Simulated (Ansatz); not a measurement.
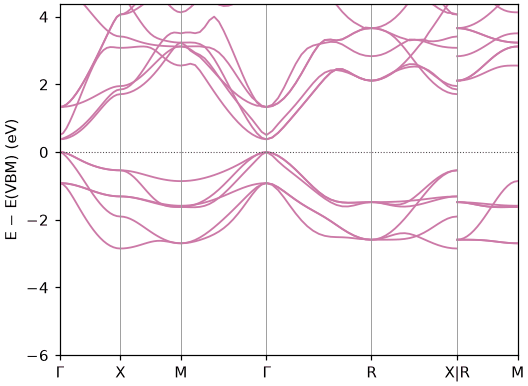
Band structure from the program Ansatz at the PBEsol level (PAW)

Read off the gap and where the band edges lie.

About 0.4 eV (0.38 eV by a search for the band edges); maximum at Γ, minimum at Γ.

Which compound is it?
A. ZnCd3S4, P-43m (Zn on 1a, Cd on 3c, S on 4e)
B. KTaO3, cubic perovskite
C. Sr3AsN, anti-perovskite
D. SrTiO3, cubic perovskite

C, Sr3AsN, anti-perovskite

Space group Pm-3m (anti-perovskite). The first step of the workflow began from a Materials Project structure, measured or hypothetical; the Crystallography Open Database copy checked does not list it. Its standing as an ambient phase is unchecked. Symmetry was held in the PBEsol relaxation; its stability against distortions is not shown here. Spin–orbit coupling is left out wherever it is not named.

Potentials: the later of the program's two PAW sets.
